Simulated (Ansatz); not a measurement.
# C4H9F: how energies converge with the basis set

Aim: see how fast density functionals converge with the basis set for C4H9F.

The runs use Ansatz 0.2.0, Gaussian basis; one geometry, several basis sets.

The runs, in order: PBE0-D4/def2-SVP; ωB97M-V/def2-SVP; PBE0-D4/def2-QZVPP; ωB97M-V/def2-QZVPP; the functionals' def2-TZVPP values are taken from earlier runs.

### Step 1. The relaxed structure

An earlier PBE0-D4 in a triple-zeta def2 set relaxation fixed the geometry.

SMILES `CCCCF`, 14 atoms, charge 0, spin multiplicity 1.

Atoms are counted from 1 here; the program's logs count them from 0.

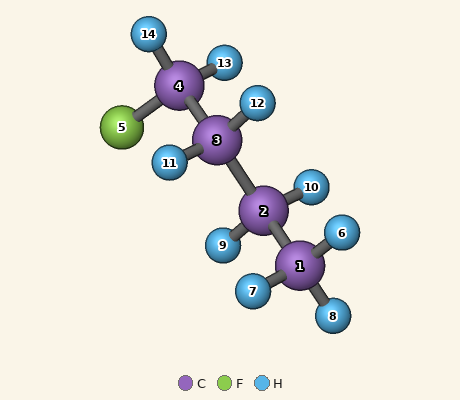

The structure; carbon purple, fluorine green, hydrogen blue; atoms are numbered from 1 in the order of the file.

As a file:

```mol
C4H9F
  3D, bonds by distance, orders not assigned

 14 13  0  0  0  0  0  0  0  0999 V2000
   -1.5247    0.7737    0.9355 C   0  0
   -0.5754    0.4557   -0.2061 C   0  0
    0.5370   -0.4954    0.2048 C   0  0
    1.5043   -0.8084   -0.9065 C   0  0
    2.1685    0.3416   -1.3082 F   0  0
   -2.0020   -0.1328    1.3191 H   0  0
   -0.9944    1.2436    1.7685 H   0  0
   -2.3159    1.4569    0.6193 H   0  0
   -0.1310    1.3791   -0.5886 H   0  0
   -1.1337    0.0154   -1.0406 H   0  0
    1.0949   -0.0780    1.0506 H   0  0
    0.1100   -1.4445    0.5518 H   0  0
    0.9861   -1.2077   -1.7852 H   0  0
    2.2633   -1.5283   -0.5859 H   0  0
  1  2  8  0
  2  3  8  0
  3  4  8  0
  4  5  8  0
  1  6  8  0
  1  7  8  0
  1  8  8  0
  2  9  8  0
  2 10  8  0
  3 11  8  0
  3 12  8  0
  4 13  8  0
  4 14  8  0
M  END
```

### Step 2. PBE0-D4 in def2-SVP

The input, in.yaml:

```yaml
crystal:
  periodic: [false, false, false]
  atoms:
    - {symbol: C, position_ang: [-1.524739, 0.773681, 0.935533]}
    - {symbol: C, position_ang: [-0.575441, 0.455716, -0.206082]}
    - {symbol: C, position_ang: [0.536951, -0.495366, 0.204844]}
    - {symbol: C, position_ang: [1.504333, -0.808378, -0.906459]}
    - {symbol: F, position_ang: [2.168502, 0.341573, -1.308228]}
    - {symbol: H, position_ang: [-2.001959, -0.132771, 1.319149]}
    - {symbol: H, position_ang: [-0.994366, 1.243555, 1.768516]}
    - {symbol: H, position_ang: [-2.315907, 1.456897, 0.619280]}
    - {symbol: H, position_ang: [-0.130990, 1.379068, -0.588553]}
    - {symbol: H, position_ang: [-1.133703, 0.015393, -1.040621]}
    - {symbol: H, position_ang: [1.094916, -0.078020, 1.050649]}
    - {symbol: H, position_ang: [0.110034, -1.444505, 0.551849]}
    - {symbol: H, position_ang: [0.986067, -1.207736, -1.785219]}
    - {symbol: H, position_ang: [2.263301, -1.528305, -0.585856]}
basis:
  gaussian: {orbitals: def2-SVP}
hamiltonian: {xc: pbe0, dispersion: d4}
output: {orbitals: {seedname: orbitals}}
```

On the command line:

```console
ansatz run in.yaml --threads 4 --pin off --events-out ev --progress --plain --max-ram 10444MiB
```

Log:

```text
Functional definition: PBE0
  name "PBE0"
  cite "Adamo & Barone, J. Chem. Phys. 110, 6158 (1999) doi:10.1063/1.478522"
  cite "Perdew, Burke & Ernzerhof, Phys. Rev. Lett. 77, 3865 (1996) doi:10.1103/PhysRevLett.77.3865"
  parent pbe
  parameter a = 0.25
  parameter kappa = 0.804
  parameter beta = 0.06672455060314922
  exchange = (1 - a)*pbe_x(kappa = kappa, mu = beta*pi^2/3) + a*exact_x
  correlation = pbe_c(beta = beta)
1302 factors; their error is unknown
mean field evaluation 1: about -6992.4141 eV, gradient 5.1e1 eV
mean field evaluation 2: about -6991.2217 eV, gradient 5.5e1 eV
mean field evaluation 4: about -6998.8997 eV, gradient 1.5e0 eV
mean field evaluation 8: about -6998.8774 eV, gradient 2.9e-1 eV
mean field evaluation 16: about -6998.8776 eV, gradient 3.4e-5 eV
mean field -6998.87759491 eV, -257.2040076032 hartree, gradient 3.4e-5 eV, S^2 0.000000; 0 other end points of the search recorded, 0 dependent functions left out
reference -6998.87761963 eV, -257.2040085117 hartree; 21, 21 occupied and 94, 94 virtual orbitals, 1302 factors
Total energy: -6999.06244977 eV, -257.2108008942 hartree
```

Run time: 1.2 s. Hardware: 4 threads of Arm Neoverse V1, shared host.

### Step 3. ωB97M-V in def2-SVP

Changes to in.yaml since step 2:

```diff
@@ -19,3 +19,3 @@
   gaussian: {orbitals: def2-SVP}
-hamiltonian: {xc: pbe0, dispersion: d4}
+hamiltonian: {xc: {name: wB97M-V}}
 output: {orbitals: {seedname: orbitals}}
```

The command is unchanged.

Log, cut to the lines that bear on the results:

```text
Functional definition: wB97M-V
  name "wB97M-V"
  cite "Mardirossian & Head-Gordon, J. Chem. Phys. 144, 214110 (2016) doi:10.1063/1.4952647"
  cite "Becke, J. Chem. Phys. 107, 8554 (1997) doi:10.1063/1.475007"
  cite "Vydrov & Van Voorhis, J. Chem. Phys. 133, 244103 (2010) doi:10.1063/1.3521275"
  # Of w^i u^j: cxij and so on, Table III.
[...]
  gx(w, u) = 1 - cx + cx01*u + cx10*w
  gss(w, u) = css00 + css04*u^4 + css10*w + css20*w^2 + css43*w^4*u^3
  gos(w, u) = cos00 + cos10*w + (cos20 + cos21*u)*w^2 + (cos60 + cos61*u)*w^6
[...]
      + integral(e_c_pw_mod_opposite_spin*gos(b97_w_opposite, b97_u_opposite)) + vv10(b, c)
1302 factors; their error is unknown
322 factors; integrals over basis functions are off by at most 7.7e-6 eV
[...]
mean field -7003.14824627 eV, -257.3609511460 hartree, gradient 3.8e-5 eV, S^2 0.000000; 0 other end points of the search recorded, 0 dependent functions left out
reference -7003.14828688 eV, -257.3609526384 hartree; 21, 21 occupied and 94, 94 virtual orbitals, 1302 factors
Total energy: -7003.14828688 eV, -257.3609526384 hartree
```

It took 4.5 s on 4 threads of Arm Neoverse V1, shared host.

### Step 4. PBE0-D4 in def2-QZVPP

Changes to in.yaml since step 3:

```diff
@@ -18,4 +18,4 @@
 basis:
-  gaussian: {orbitals: def2-SVP}
-hamiltonian: {xc: {name: wB97M-V}}
+  gaussian: {orbitals: "def2-QZVPP.json"}
+hamiltonian: {xc: pbe0, dispersion: d4}
 output: {orbitals: {seedname: orbitals}}
```

Launched as before.

Log:

```text
Functional definition: PBE0
  name "PBE0"
  cite "Adamo & Barone, J. Chem. Phys. 110, 6158 (1999) doi:10.1063/1.478522"
  cite "Perdew, Burke & Ernzerhof, Phys. Rev. Lett. 77, 3865 (1996) doi:10.1103/PhysRevLett.77.3865"
  parent pbe
  parameter a = 0.25
  parameter kappa = 0.804
  parameter beta = 0.06672455060314922
  exchange = (1 - a)*pbe_x(kappa = kappa, mu = beta*pi^2/3) + a*exact_x
  correlation = pbe_c(beta = beta)
1449 factors; their error is unknown
mean field evaluation 1: about -6996.8257 eV, gradient 6.7e1 eV
mean field evaluation 2: about -6992.4404 eV, gradient 7.8e1 eV
mean field evaluation 4: about -7007.2731 eV, gradient 2.9e0 eV
mean field evaluation 8: about -7007.2861 eV, gradient 6.9e-2 eV
mean field evaluation 16: about -7007.2827 eV, gradient 3.7e-5 eV
mean field -7007.28265571 eV, -257.5128878905 hartree, gradient 3.7e-5 eV, S^2 0.000000; 0 other end points of the search recorded, 0 dependent functions left out
reference -7007.28269609 eV, -257.5128893745 hartree; 21, 21 occupied and 534, 534 virtual orbitals, 1449 factors
Total energy: -7007.46752623 eV, -257.5196817569 hartree
```

Run time: 10 s. Hardware: 4 threads of Arm Neoverse V1, shared host; peak memory 1.9 GiB.

### Step 5. ωB97M-V in def2-QZVPP

Changes to in.yaml since step 4:

```diff
@@ -19,3 +19,3 @@
   gaussian: {orbitals: "def2-QZVPP.json"}
-hamiltonian: {xc: pbe0, dispersion: d4}
+hamiltonian: {xc: {name: wB97M-V}}
 output: {orbitals: {seedname: orbitals}}
```

Same command.

Log, cut to the lines that bear on the results:

```text
Functional definition: wB97M-V
  name "wB97M-V"
  cite "Mardirossian & Head-Gordon, J. Chem. Phys. 144, 214110 (2016) doi:10.1063/1.4952647"
  cite "Becke, J. Chem. Phys. 107, 8554 (1997) doi:10.1063/1.475007"
  cite "Vydrov & Van Voorhis, J. Chem. Phys. 133, 244103 (2010) doi:10.1063/1.3521275"
  # Of w^i u^j: cxij and so on, Table III.
[...]
  gx(w, u) = 1 - cx + cx01*u + cx10*w
  gss(w, u) = css00 + css04*u^4 + css10*w + css20*w^2 + css43*w^4*u^3
  gos(w, u) = cos00 + cos10*w + (cos20 + cos21*u)*w^2 + (cos60 + cos61*u)*w^6
[...]
      + integral(e_c_pw_mod_opposite_spin*gos(b97_w_opposite, b97_u_opposite)) + vv10(b, c)
1449 factors; their error is unknown
417 factors; integrals over basis functions are off by at most 5.9e-6 eV
[...]
mean field -7011.92909818 eV, -257.6836415020 hartree, gradient 4.0e-5 eV, S^2 0.000000; 0 other end points of the search recorded, 0 dependent functions left out
reference -7011.92916223 eV, -257.6836438557 hartree; 21, 21 occupied and 534, 534 virtual orbitals, 1449 factors
Total energy: -7011.92916223 eV, -257.6836438557 hartree
```

It took 22 s on 4 threads of Arm Neoverse V1, shared host; peak memory 2.4 GiB.

### Step 6. Functionals by basis

The def2-TZVPP values come from earlier runs at the same geometry.

| functional | basis | functions | energy (eV) | from the largest (eV) | HOMO (eV) | LUMO (eV) |
| --- | --- | --- | --- | --- | --- | --- |
| PBE0-D4 | def2-SVP | 115 | -6999.0624 | 8.405 | -8.98 | 1.91 |
| PBE0-D4 | def2-TZVPP | 281 | -7007.0783 | 0.389 | -9.06 | 1.29 |
| PBE0-D4 | def2-QZVPP | 555 | -7007.4675 | 0.000 | -9.08 | 0.84 |
| ωB97M-V | def2-SVP | 115 | -7003.1483 | 8.781 | -11.33 | 3.54 |
| ωB97M-V | def2-TZVPP | 281 | -7011.5461 | 0.383 | -11.41 | 2.70 |
| ωB97M-V | def2-QZVPP | 555 | -7011.9292 | 0.000 | -11.43 | 1.99 |

### Step 7. Summary of results

| quantity | value |
| --- | --- |
| PBE0-D4: double and triple zeta above quadruple | 8.41, 0.39 eV |
| ωB97M-V: double and triple zeta above quadruple | 8.78, 0.38 eV |

What this shows: PBE0-D4 gains 8.02 eV from double to triple zeta, then 0.39 eV more. Total energies overstate the basis error of differences, where much of it tends to cancel. The LUMO of ωB97M-V is positive and keeps falling with the basis (3.54 to 1.99 eV): an unbound level that the basis holds in place.

For PBE0-D4 the largest set took about 8 times as long as the smallest (10 s against 1.2 s).
